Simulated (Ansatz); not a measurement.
Geometry relaxation of O (part 2 of 2)

The same run, continued: O (disordered cell, 12 atoms in the cell); DFT PBE-D3(BJ), scalar-relativistic, plane waves, PAW, spin-polarised (Ansatz 0.2.0); cutoff 420 eV, 1×1×1 k-mesh, Fermi–Dirac smearing of 0.02 eV, collinear spins. It belongs to a series of runs on one base structure; here: start relaxed.

Geometry of the input (Å; fractional positions):
```
6.0876  0.0000  0.0000
0.0000  6.0876  0.0000
0.0000  0.0000  6.0876
O  0.2446  0.0760  0.4710
O  0.2624  0.0659  0.2674
O  0.6440  0.4029  0.1859
O  0.7061  0.5617  0.0727
O  0.7837  0.2962  0.7863
O  0.9802  0.2603  0.7416
O  0.6549  0.9037  0.7958
O  0.6446  0.7809  0.6324
O  0.1527  0.7617  0.9341
O  0.0582  0.6347  0.8043
O  1.0202  0.7549  0.3981
O  0.9022  0.8784  0.2854
```

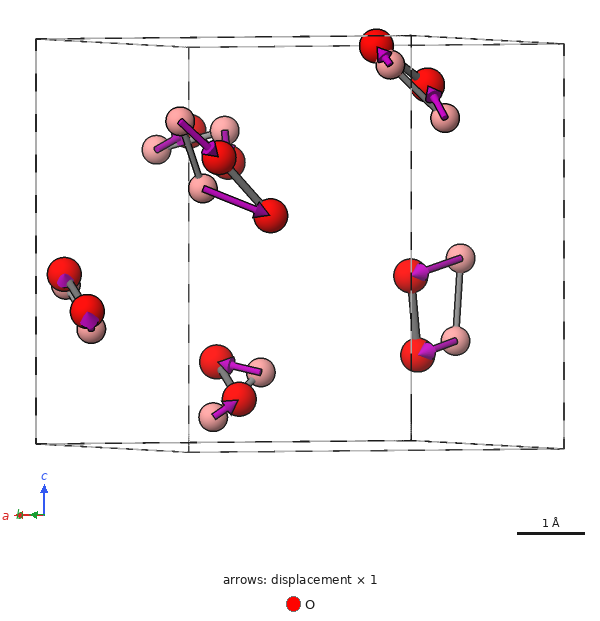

Start (faint) and end (solid) with the displacements as pink arrows, at true length (ball-and-stick view of the cell of the calculation, seen at an oblique angle). The atom that moves furthest is O8 (1.10 Å). The cell doesn't change. Among the contacts that change: O11–O12 1.246 → 1.217 Å. The energy falls by 111 meV per atom in 12 geometry steps. The largest force component goes from 1.9 to 0.29 eV/Å. The line search rejected the trial steps at points 7, 11 (counted from 0) and went back. (Atoms are counted from 1 in the order of the input.)

```
SCF converged after 10 iterations
Magnetization: 12.0000 μB (42.0000 up, 30.0000 down)
Absolute magnetization: 12.2134 μB (∫|ρ↑−ρ↓|, with the PAW one-centre terms)
Spin contamination: 0.0263 ħ² per cell (⟨S²⟩ above its minimum at these occupations)
Per-site moments (μB) at R_I (Å): [(0.559951318505077, 0.5043405774642682), (0.5618297269585866, 0.5043405774642682), (0.5585442306158218, 0.5035006135081137), (0.5590754120954664, 0.5035006135081137), (0.5577751164254612, 0.5026108437988163), (0.5573928614787081, 0.5026108437988163), (0.5591446883937087, 0.5025915721263249), (0.5559729720672475, 0.5025915721263249), (0.559341741118435, 0.5028792498189192), (0.556929644558491, 0.5028792498189192), (0.55695316603371, 0.5021712014361979), (0.5553085970411338, 0.5021712014361979)]
Free energy (F): -6779.988237 eV
Harris-Foulkes:  -6779.988237 eV  (|F-HF|=6.25e-9)
Internal energy: -6779.988237 eV  (E = F + TS)
E sigma→0 (E₀):  -6779.988237 eV
Fermi energy:    -0.712715 eV
--- Per-component energies (eV) ---
  E_band       = -795.457424
  E_kinetic    = 2048.865230
  E_local      = -6462.912623  (includes V_loc(G=0)·N_el)
  E_nonlocal   = 587.335337
  E_hartree    = 2273.101612
  E_xc         = -859.631385
  E_vxc        = -1094.201983  (∫ρ·V_xc dr)
  E_paw        = -1889.288564  (= ΣΔE_a)
  E_vpaw       = -420.775371  (= ΣTr[D̂ρ^β])
  E_aug_tail   = 0.028188  (compensation charges beyond the density's cutoff)
  E_ewald      = -2476.985959
  E_disp       = -0.500072  (pairwise vdW)
  E_smearing   = -0.000000  (= −TS)
  E_closure    = -0.000000  (closes the sum)
  Σ components = -6779.988237   (vs F -6779.988237, Δ=0.00e0)
--- Forces (eV/Å), atoms counted from 1 ---
  atom   1  O     -0.00579705    -0.06181652    -0.28991357
  atom   2  O      0.00329447     0.06928422     0.29421533
  atom   3  O     -0.14245463     0.17768021    -0.12591854
  atom   4  O      0.14241083    -0.17486857     0.12467964
  atom   5  O      0.06262989    -0.04450137     0.02525302
  atom   6  O     -0.06637548     0.04212500    -0.02641173
  atom   7  O     -0.04030105    -0.05395636    -0.06947166
  atom   8  O      0.03586542     0.05004283     0.05949537
  atom   9  O     -0.05174580    -0.11559975    -0.07203069
  atom  10  O      0.05139468     0.11273205     0.07871121
  atom  11  O     -0.00706701     0.02261698    -0.00989194
  atom  12  O      0.01804593    -0.02374494     0.01113019
  max |Σ_I F_I| component: 1.53e-4 eV/Å
--- Relaxed structure (13 steps of the walk, 11 accepted, 0 SCFs on fresh bases) ---
  F+E_penalty+E_count = -6779.98823695 eV   max|allowed force component| = 2.942e-1 eV/Å
  atoms:
    - { symbol: O, position: [0.3147905907715802, 0.22973241110092704, 0.42519541055096194] }
    - { symbol: O, position: [0.3165144069182698, 0.1798635841804238, 0.230651182077113] }
    - { symbol: O, position: [0.7609610522325102, 0.4047590727815538, 0.2129046274515195] }
    - { symbol: O, position: [0.6463016636991827, 0.5383546006040468, 0.11694349714197949] }
    - { symbol: O, position: [0.7864688868493755, 0.2673994543390742, 0.7089388881109825] }
    - { symbol: O, position: [0.9345395193586328, 0.15920168772729754, 0.7891227049683878] }
    - { symbol: O, position: [0.5898209002152976, 0.8089520079769774, 0.7074630441518224] }
    - { symbol: O, position: [0.4945411260506904, 0.7051244426902027, 0.5653375973062257] }
    - { symbol: O, position: [0.19250981345607007, 0.7547280314380317, 0.9807021737040652] }
    - { symbol: O, position: [0.12248713661060799, 0.5920312832896341, 0.8872650031231228] }
    - { symbol: O, position: [1.0051388238272296, 0.8022106165077884, 0.42287781312189354] }
    - { symbol: O, position: [0.889742580010553, 0.9348629073640422, 0.32759855829192597] }
```

Trajectory as extended XYZ (Å, eV, eV/Å), 13 frames, from step=1 to step=13:
```
12
Lattice="6.0876 0.0000 0.0000 0.0000 6.0876 0.0000 0.0000 0.0000 6.0876" Properties=species:S:1:pos:R:3:forces:R:3 step=1 energy=-6778.65694
O     1.4891    0.4625    2.8674    0.7771   0.3825  -1.8676
O     1.5974    0.4015    1.6277    0.4802   0.5359   1.7840
O     3.9203    2.4530    1.1319    0.4382   1.3853  -0.8092
O     4.2986    3.4193    0.4424   -0.8976  -1.3820   1.4996
O     4.7710    1.8032    4.7867    1.7988  -0.4850  -0.9306
O     5.9671    1.5845    4.5146   -1.9487  -0.2278   0.3972
O     3.9866    5.5014    4.8445   -0.2867  -1.2600  -1.5076
O     3.9240    4.7537    3.8498   -0.2870   1.0354   1.5498
O     0.9295    4.6366    5.6865   -0.6109  -1.1265  -1.2353
O     0.3545    3.8639    4.8961    1.3377   1.6922   1.3620
O     6.2108    4.5954    2.4235   -1.4879   0.5936  -1.4481
O     5.4920    5.3471    1.7375    0.6881  -1.1473   1.2042
12
Lattice="6.0876 0.0000 0.0000 0.0000 6.0876 0.0000 0.0000 0.0000 6.0876" Properties=species:S:1:pos:R:3:forces:R:3 step=2 energy=-6779.39563
O     1.6565    0.5504    2.8358    0.3446   0.1359  -0.6467
O     1.7590    0.5094    1.6148    0.1556   0.1663   0.5718
O     3.8654    2.4159    1.2099    0.1603   0.5391  -0.2853
O     4.1901    3.4024    0.5555   -0.3960  -0.6603   0.5561
O     4.7539    1.7890    4.6628    1.2365  -0.2532  -0.4129
O     5.9417    1.4772    4.5206   -1.3294   0.0877   0.1927
O     3.8992    5.4505    4.8383   -0.1858  -0.5566  -0.5966
O     3.7738    4.7079    3.8689   -0.1382   0.3397   0.6503
O     1.0514    4.6790    5.6941   -0.1573  -0.3592  -0.4170
O     0.4750    3.9284    4.9159    0.4954   0.5682   0.4756
O     6.1533    4.5257    2.3040   -1.1110   1.0070  -0.8363
O     5.4216    5.3861    1.7880    0.9246  -1.0098   0.7515
12
Lattice="6.0876 0.0000 0.0000 0.0000 6.0876 0.0000 0.0000 0.0000 6.0876" Properties=species:S:1:pos:R:3:forces:R:3 step=3 energy=-6779.64036
O     1.8278    0.6387    2.8070    0.1275   0.0955   0.1469
O     1.8695    0.5833    1.5941    0.0128  -0.0154  -0.1737
O     3.8655    2.3488    1.2850    0.1443   0.2490  -0.1059
O     4.0742    3.3589    0.6321   -0.1709  -0.2724   0.2123
O     4.7315    1.8307    4.5060    1.7491  -0.6303  -0.1089
O     5.8935    1.3802    4.5337   -1.7887   0.5734   0.0027
O     3.8168    5.3970    4.8216   -0.0193  -0.1455  -0.1473
O     3.6476    4.5993    3.9157   -0.0887   0.0452   0.1392
O     1.1572    4.7118    5.7067    0.1794   0.1787   0.1889
O     0.5744    3.9738    4.9423   -0.0748  -0.1411  -0.1432
O     6.0775    4.5319    2.2609   -0.8466   1.1197  -0.6065
O     5.4052    5.4676    1.8035    0.7766  -1.0470   0.5977
12
Lattice="6.0876 0.0000 0.0000 0.0000 6.0876 0.0000 0.0000 0.0000 6.0876" Properties=species:S:1:pos:R:3:forces:R:3 step=4 energy=-6779.75467
O     1.9088    0.7882    2.7738    0.0986   0.0633  -0.0584
O     1.9003    0.6394    1.5650   -0.0116   0.0053   0.0220
O     4.0120    2.3420    1.3312    0.1407   0.2900  -0.1417
O     4.1132    3.3631    0.6687   -0.1293  -0.3046   0.2001
O     4.7031    1.7771    4.4667    1.1689  -0.4324  -0.0493
O     5.8465    1.3087    4.5106   -1.1965   0.3914  -0.0005
O     3.7752    5.2880    4.7165   -0.0410  -0.2144  -0.2207
O     3.5049    4.4794    3.8434   -0.0246   0.1351   0.2018
O     1.1399    4.6640    5.7821    0.0087   0.0049   0.0090
O     0.6558    3.9005    4.9686    0.0202  -0.0048   0.0296
O     6.0268    4.6724    2.3179   -0.5616   0.7713  -0.3773
O     5.3546    5.5993    1.8640    0.5254  -0.6998   0.3848
12
Lattice="6.0876 0.0000 0.0000 0.0000 6.0876 0.0000 0.0000 0.0000 6.0876" Properties=species:S:1:pos:R:3:forces:R:3 step=5 energy=-6779.80983
O     2.0216    0.9402    2.7332   -0.0349  -0.1161  -0.7156
O     1.9218    0.6910    1.5343    0.0579   0.1789   0.6958
O     4.1907    2.3243    1.3802   -0.0518   1.4045  -0.9013
O     4.0663    3.3592    0.7039    0.0781  -1.4059   0.9075
O     4.7043    1.7480    4.4108    0.7136  -0.2972   0.0291
O     5.8092    1.2223    4.5235   -0.6972   0.2821  -0.0306
O     3.7727    5.1966    4.6324   -0.3259  -0.6753  -0.6626
O     3.3613    4.3896    3.7990    0.2887   0.6174   0.6285
O     1.0887    4.6497    5.8329   -0.2259  -0.5122  -0.5274
O     0.7164    3.8277    5.0002    0.2083   0.4848   0.5580
O     5.9798    4.7804    2.3614   -0.3081   0.4353  -0.1920
O     5.3080    5.6931    1.8968    0.2962  -0.3963   0.2087
12
Lattice="6.0876 0.0000 0.0000 0.0000 6.0876 0.0000 0.0000 0.0000 6.0876" Properties=species:S:1:pos:R:3:forces:R:3 step=6 energy=-6779.90611
O     2.0336    1.0903    2.6673   -0.0200  -0.0119  -0.2031
O     1.9042    0.8632    1.4747    0.0231   0.0705   0.1832
O     4.3465    2.3692    1.3713   -0.0045   0.4331  -0.2865
O     4.0916    3.3660    0.7079    0.0187  -0.4398   0.2783
O     4.7396    1.6787    4.4177    0.2598  -0.1167   0.0139
O     5.8016    1.1097    4.6185   -0.2536   0.0958  -0.0054
O     3.6776    5.0908    4.4973   -0.1029  -0.1997  -0.1990
O     3.2336    4.3194    3.6620    0.0738   0.1585   0.1694
O     1.1070    4.5907    5.9084   -0.0841  -0.1775  -0.1706
O     0.6902    3.7544    5.1231    0.0771   0.1634   0.1965
O     5.9959    4.8551    2.4333   -0.1073   0.1633  -0.0684
O     5.3195    5.7346    1.9269    0.1196  -0.1401   0.0898
12
Lattice="6.0876 0.0000 0.0000 0.0000 6.0876 0.0000 0.0000 0.0000 6.0876" Properties=species:S:1:pos:R:3:forces:R:3 step=7 energy=-6779.95352
O     2.0132    1.2157    2.6057   -0.0189   0.0108  -0.0747
O     1.8702    1.0481    1.4065    0.0133   0.0319   0.0631
O     4.4776    2.3924    1.3373   -0.0184   0.2393  -0.1632
O     4.0693    3.3513    0.7014    0.0237  -0.2401   0.1529
O     4.7662    1.6390    4.3966    0.1291  -0.0649   0.0084
O     5.7743    1.0253    4.7034   -0.1260   0.0517  -0.0021
O     3.5960    5.0312    4.3817   -0.0252  -0.0500  -0.0380
O     3.1260    4.2734    3.5527    0.0014   0.0222   0.0168
O     1.1432    4.5575    5.9856   -0.0405  -0.0900  -0.0826
O     0.7052    3.6843    5.2569    0.0446   0.0835   0.1014
O     6.0332    4.8702    2.5111   -0.0253   0.0582  -0.0198
O     5.3664    5.7336    1.9697    0.0423  -0.0528   0.0376
12
Lattice="6.0876 0.0000 0.0000 0.0000 6.0876 0.0000 0.0000 0.0000 6.0876" Properties=species:S:1:pos:R:3:forces:R:3 step=8 energy=-6779.90092 accepted=F
O     1.9734    1.3259    2.5709   -0.0187   0.0014  -0.0845
O     1.8796    1.1644    1.3656    0.0052  -0.0014   0.0925
O     4.6526    2.4370    1.2705   -1.6072   1.9215  -1.2180
O     3.9224    3.3067    0.7166    1.6095  -1.9128   1.2138
O     4.8138    1.6303    4.3168    0.9886  -0.7250   0.5475
O     5.7219    0.9606    4.8259   -0.9864   0.7132  -0.5558
O     3.5405    4.9784    4.3164    0.0406   0.0451   0.0524
O     3.0500    4.2488    3.4765   -0.0426  -0.0517  -0.0672
O     1.1747    4.5559    6.0221   -0.1015  -0.1967  -0.1519
O     0.7238    3.6358    5.3583    0.0966   0.2037   0.1560
O     6.0881    4.8676    2.5578   -0.0186   0.0498   0.0037
O     5.4001    5.7105    2.0111    0.0346  -0.0472   0.0116
12
Lattice="6.0876 0.0000 0.0000 0.0000 6.0876 0.0000 0.0000 0.0000 6.0876" Properties=species:S:1:pos:R:3:forces:R:3 step=9 energy=-6779.96681
O     1.9974    1.2487    2.5964   -0.0079   0.0222  -0.0086
O     1.8772    1.0837    1.3952    0.0119   0.0143   0.0022
O     4.5633    2.4177    1.3088   -0.3565   0.6302  -0.4213
O     3.9856    3.3244    0.7126    0.3556  -0.6342   0.4139
O     4.7879    1.6412    4.3608    0.2518  -0.1595   0.0788
O     5.7538    1.0026    4.7508   -0.2502   0.1452  -0.0768
O     3.5823    5.0074    4.3671    0.0193   0.0147   0.0215
O     3.1020    4.2661    3.5308   -0.0320  -0.0321  -0.0448
O     1.1543    4.5625    5.9881   -0.0209  -0.0350  -0.0334
O     0.7065    3.6699    5.2913    0.0137   0.0325   0.0540
O     6.0554    4.8737    2.5254   -0.0076   0.0332  -0.0009
O     5.3751    5.7242    1.9813    0.0229  -0.0316   0.0153
12
Lattice="6.0876 0.0000 0.0000 0.0000 6.0876 0.0000 0.0000 0.0000 6.0876" Properties=species:S:1:pos:R:3:forces:R:3 step=10 energy=-6779.98331
O     1.9603    1.3410    2.5859   -0.0132   0.0065  -0.0432
O     1.8984    1.1058    1.3915    0.0090   0.0121   0.0413
O     4.5988    2.4314    1.2938   -0.1000   0.1875  -0.1211
O     3.9739    3.3029    0.7114    0.1002  -0.1839   0.1198
O     4.7894    1.6282    4.3401    0.0979  -0.0652   0.0301
O     5.7175    0.9743    4.7838   -0.0986   0.0608  -0.0314
O     3.5781    4.9534    4.3285   -0.0089  -0.0204  -0.0241
O     3.0385    4.2833    3.4672    0.0006   0.0101   0.0062
O     1.1592    4.5846    5.9877   -0.0155  -0.0392  -0.0321
O     0.7273    3.6341    5.3609    0.0202   0.0375   0.0452
O     6.0950    4.8766    2.5600    0.0000   0.0126   0.0018
O     5.4045    5.7064    1.9978    0.0109  -0.0157   0.0073
12
Lattice="6.0876 0.0000 0.0000 0.0000 6.0876 0.0000 0.0000 0.0000 6.0876" Properties=species:S:1:pos:R:3:forces:R:3 step=11 energy=-6779.98332
O     1.9603    1.3410    2.5859   -0.0132   0.0066  -0.0420
O     1.8984    1.1058    1.3915    0.0093   0.0121   0.0432
O     4.5988    2.4314    1.2938   -0.0997   0.1874  -0.1209
O     3.9739    3.3029    0.7114    0.1000  -0.1840   0.1198
O     4.7894    1.6282    4.3401    0.0974  -0.0647   0.0297
O     5.7175    0.9743    4.7838   -0.0988   0.0611  -0.0314
O     3.5781    4.9534    4.3285   -0.0082  -0.0198  -0.0232
O     3.0385    4.2833    3.4672    0.0007   0.0104   0.0066
O     1.1592    4.5846    5.9877   -0.0166  -0.0415  -0.0340
O     0.7273    3.6341    5.3609    0.0191   0.0349   0.0437
O     6.0950    4.8766    2.5600    0.0000   0.0126   0.0018
O     5.4045    5.7064    1.9978    0.0103  -0.0152   0.0068
12
Lattice="6.0876 0.0000 0.0000 0.0000 6.0876 0.0000 0.0000 0.0000 6.0876" Properties=species:S:1:pos:R:3:forces:R:3 step=12 energy=-6779.97624 accepted=F
O     1.8679    1.4573    2.5804    0.0595  -0.3064  -1.0186
O     1.9425    1.0929    1.4033   -0.0593   0.3109   1.0235
O     4.6307    2.4643    1.2981    0.0108   0.0001   0.0097
O     3.9587    3.2890    0.7075   -0.0154  -0.0035  -0.0078
O     4.7877    1.6157    4.3052    0.1296  -0.0956   0.0741
O     5.6815    0.9616    4.8166   -0.1432   0.0954  -0.0732
O     3.5949    4.8798    4.2812   -0.3644  -0.3289  -0.5159
O     2.9590    4.3167    3.3946    0.3683   0.3303   0.5143
O     1.1772    4.6107    5.9673   -0.2121  -0.5327  -0.2752
O     0.7626    3.5783    5.4510    0.2232   0.5299   0.2728
O     6.1426    4.8761    2.5917   -0.0239   0.0309  -0.0199
O     5.4354    5.6796    2.0115    0.0270  -0.0305   0.0162
12
Lattice="6.0876 0.0000 0.0000 0.0000 6.0876 0.0000 0.0000 0.0000 6.0876" Properties=species:S:1:pos:R:3:forces:R:3 step=13 energy=-6779.98824
O     1.9163    1.3985    2.5884   -0.0058  -0.0618  -0.2899
O     1.9268    1.0949    1.4041    0.0033   0.0693   0.2942
O     4.6324    2.4640    1.2961   -0.1425   0.1777  -0.1259
O     3.9344    3.2773    0.7119    0.1424  -0.1749   0.1247
O     4.7877    1.6278    4.3157    0.0626  -0.0445   0.0253
O     5.6891    0.9692    4.8039   -0.0664   0.0421  -0.0264
O     3.5906    4.9246    4.3068   -0.0403  -0.0540  -0.0695
O     3.0106    4.2925    3.4416    0.0359   0.0500   0.0595
O     1.1719    4.5945    5.9701   -0.0517  -0.1156  -0.0720
O     0.7457    3.6041    5.4013    0.0514   0.1127   0.0787
O     6.1189    4.8835    2.5743   -0.0071   0.0226  -0.0099
O     5.4164    5.6911    1.9943    0.0180  -0.0237   0.0111
```

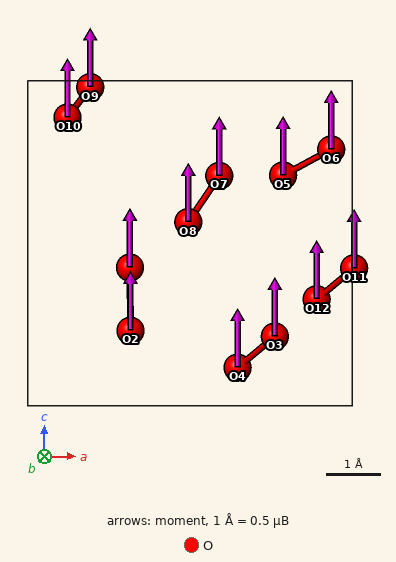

Magnetic moments of the sites as pink arrows (ball-and-stick view of the cell of the calculation, along the b axis; atoms are numbered from 1 in the order of the input); small moments hardly show. The run is collinear, so the axis drawn is arbitrary. Site moments: all 12 O atoms (0.56 μB). They are counted near the atoms and needn't add up to the moment of the cell.
